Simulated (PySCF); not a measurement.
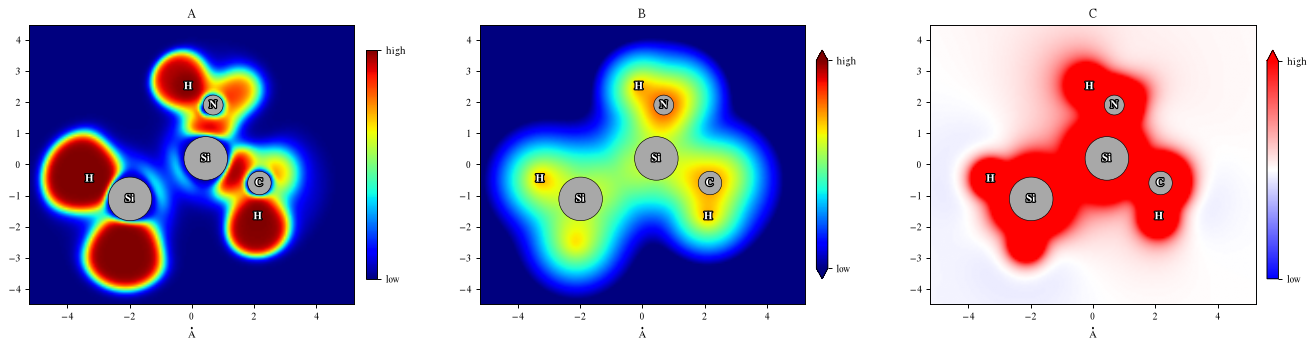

C3H11NSi2: 3 fields on the plane of atoms C1, Si2 and N3, with unlabelled colour scales. Grey discs cover the atomic cores.

Geometry: GFN2-xTB.

The calculation used PBE0/pcSseg-1, SCF density, gas phase, non-relativistic (PySCF).

> The panels show electron density, electron localisation function and electrostatic potential in some order. Assign them.

Panel A: electron localisation function. Panel B: electron density. Panel C: electrostatic potential (strongly positive close to the atoms and fading to about zero outside). From the grid: Si–N (1.73 Å): the density is about 1.1 e/Å³ at the midpoint; the ELF peaks at about 0.90 between the atoms, as expected for a polar covalent bond. C–Si (1.89 Å): the density is about 0.93 e/Å³ at the midpoint; the ELF peaks at about 0.95 between the atoms (a covalent bond).
